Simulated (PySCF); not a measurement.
# Ru⁺: dipole response in aug-cc-pVTZ-DK

How polarisable is Ru⁺ at the levels listed below?

Method: unrestricted determinants in a Gaussian basis, no spin-orbit coupling in the energies. Code: PySCF 2.14.0.

### Step 1. The system

```
Element     : ruthenium (Z = 44)
Basis       : aug-cc-pVTZ-DK (9s8p6d3f2g, 102 functions)
Hamiltonian : scalar relativity by spin-free X2C-1e
State 1     : Ru⁺: [Kr] 4d7, high-spin 4F determinant
Methods     : UHF, PBE
```

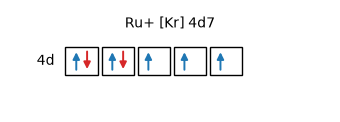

The shells outside the core, filled by Hund's rule for the drawing.

One driver process ran all states and methods and kept the integrals in memory. Each run is shown as a PySCF script that sums up its settings (the driver passes frozen orbitals as a list and adds second-order terms of double hybrids); the logs are those of the runs themselves. The driver starts from symmetry-adapted Hartree-Fock orbitals, holds the occupation by maximum overlap and uses a logarithmic radial grid for functionals, so a plain start would take other cycles.

The integrals over 102 functions and the set-up took 5.1 s of CPU time.

### Step 2. Ru⁺

Level: UHF.

input.py

```python
from pyscf import gto, scf, dft, mp, cc
import basis_set_exchange as bse
mol = gto.M(atom="Ru 0 0 0", charge=1, spin=3, symmetry="D2h",
            basis=gto.basis.parse(bse.get_basis("aug-cc-pVTZ-DK", elements=["Ru"], fmt="nwchem")),
            nucmod="G")
mf = scf.UHF(mol).sfx2c1e()
mf.irrep_nelec = {'Ag': (8, 7), 'B1g': (2, 2), 'B2g': (2, 1), 'B3g': (2, 1), 'B1u': (3, 3), 'B2u': (3, 3), 'B3u': (3, 3)}
mf.kernel()
```

Output:

```text
damping factor = 0
level_shift factor = 0
DIIS = <class 'pyscf.scf.diis.CDIIS'>
diis_start_cycle = 1
diis_space = 10
diis_damp = 0
SCF conv_tol = 1e-09
SCF conv_tol_grad = None
number electrons alpha = 23  beta = 20
cycle= 1 E= -4527.62424132971  delta_E= -0.00734  |g|= 0.034  |ddm|= 0.0459
cycle= 2 E= -4527.62458027817  delta_E= -0.000339  |g|= 0.00827  |ddm|= 0.0113
cycle= 3 E= -4527.624607942  delta_E= -2.77e-05  |g|= 0.00185  |ddm|= 0.00581
cycle= 4 E= -4527.6246096494  delta_E= -1.71e-06  |g|= 0.000767  |ddm|= 0.00184
cycle= 5 E= -4527.62461039384  delta_E= -7.44e-07  |g|= 9.77e-05  |ddm|= 0.00152
cycle= 6 E= -4527.62461040445  delta_E= -1.06e-08  |g|= 1.86e-05  |ddm|= 0.000166
cycle= 7 E= -4527.6246104047  delta_E= -2.56e-10  |g|= 4.14e-06  |ddm|= 2.11e-05
converged SCF energy = -4527.6246104047  <S^2> = 3.7558107  2S+1 = 4.0029043
```

It used 38 s of CPU time after the integrals (shared host).

Orbital energies by shell (radii are means over both spins):

| shell | electrons | mean orbital energy (eV) | spread (eV) | rms radius (bohr) |
| --- | --- | --- | --- | --- |
| 1s β | 1 | -22239.3 | 0 | 0.0384 |
| 1s α | 1 | -22239.2 | 0 | 0.0384 |
| 2s α | 1 | -3283.8 | 0 | 0.158 |
| 2s β | 1 | -3283.1 | 0 | 0.158 |
| 2p α | 3 | -2936.4 | 0 | 0.140 |
| 2p β | 3 | -2935.7 | 0 | 0.140 |
| 3s α | 1 | -618.58 | 0 | 0.428 |
| 3s β | 1 | -618.22 | 0 | 0.428 |
| 3p α | 3 | -501.17 | 0 | 0.432 |
| 3p β | 3 | -500.72 | 0 | 0.432 |
| 3d α | 5 | -312.22 | 0.261 | 0.418 |
| 3d β | 5 | -311.17 | 0.965 | 0.418 |
| 4s α | 1 | -103.21 | 0 | 1.10 |
| 4s β | 1 | -98.674 | 0 | 1.10 |
| 4p α | 3 | -68.793 | 0 | 1.22 |
| 4p β | 3 | -62.851 | 0 | 1.22 |
| 4d α | 5 | -18.956 | 1.050 | 1.77 |
| 4d β | 2 | -16.650 | 0 | 1.77 |

⟨S²⟩ = 3.756, ⟨L²⟩ = 12.05.

The driver then solved the coupled dipole response at imaginary frequencies: mean α = 13.25 bohr³, C₆ = 83.13 au for a like pair.

Level: PBE.

input.py, as changed from the run before:

```diff
@@ -5,3 +5,3 @@
             nucmod="G")
-mf = scf.UHF(mol).sfx2c1e()
+mf = dft.UKS(mol, xc="PBE").sfx2c1e()
 mf.irrep_nelec = {'Ag': (8, 7), 'B1g': (2, 2), 'B2g': (2, 1), 'B3g': (2, 1), 'B1u': (3, 3), 'B2u': (3, 3), 'B3u': (3, 3)}
```

Output:

```text
damping factor = 0
level_shift factor = 0
DIIS = <class 'pyscf.scf.diis.CDIIS'>
diis_start_cycle = 1
diis_space = 10
diis_damp = 0
SCF conv_tol = 1e-09
SCF conv_tol_grad = None
number electrons alpha = 23  beta = 20
XC functionals = PBE
    J. P. Perdew, K. Burke, and M. Ernzerhof.,  Phys. Rev. Lett. 77, 3865 (1996)
    J. P. Perdew, K. Burke, and M. Ernzerhof.,  Phys. Rev. Lett. 78, 1396 (1997)
    J. P. Perdew, K. Burke, and M. Ernzerhof.,  Phys. Rev. Lett. 77, 3865 (1996)
    J. P. Perdew, K. Burke, and M. Ernzerhof.,  Phys. Rev. Lett. 78, 1396 (1997)
cycle= 1 E= -4529.52955187759  delta_E= -0.013  |g|= 0.0641  |ddm|= 0.415
cycle= 2 E= -4529.52897135819  delta_E= 0.000581  |g|= 0.0751  |ddm|= 0.0683
cycle= 3 E= -4529.53025118515  delta_E= -0.00128  |g|= 0.00876  |ddm|= 0.0481
cycle= 4 E= -4529.53027113556  delta_E= -2e-05  |g|= 0.000396  |ddm|= 0.00577
cycle= 5 E= -4529.5302711901  delta_E= -5.45e-08  |g|= 8.58e-05  |ddm|= 0.000322
cycle= 6 E= -4529.53027119279  delta_E= -2.69e-09  |g|= 1.7e-06  |ddm|= 5.88e-05
cycle= 7 E= -4529.53027119279  delta_E= 9.09e-13  |g|= 5.83e-08  |ddm|= 1.67e-06
converged SCF energy = -4529.53027119279  <S^2> = 3.7517945  2S+1 = 4.0008971
```

CPU time 29 s on a shared host, the integrals not counted.

The driver then solved the coupled dipole response at imaginary frequencies: mean α = 16.16 bohr³, C₆ = 103.7 au for a like pair.

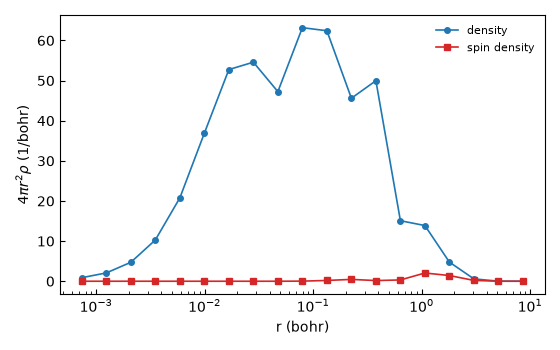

Radial density 4πr²ρ of Ru⁺ at UHF, without picture-change correction, at 19 stored radii joined by straight lines.

### Step 3. Polarisabilities and C₆

Ru⁺, in atomic units:

| method | mean α | C₆ (like pair) | S(−4) |
| --- | --- | --- | --- |
| UHF | 13.25 | 83.13 | 71.68 |
| PBE | 16.16 | 103.7 | 129.0 |

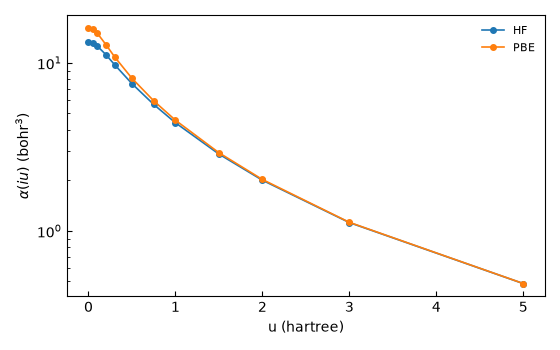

α(iu) of Ru⁺, the polarisability at imaginary frequency, on a logarithmic scale.

### Step 4. Results

```
quantity                             value
α of Ru⁺  13.25 (UHF) to 16.16 (PBE) bohr³
```

**Reading.** A single London oscillator with the computed α and C₆ of Ru⁺ at UHF would have ω = 4 C₆ / (3 α²) = 0.632 hartree. All values hold for this basis alone; no basis-set limit was taken.
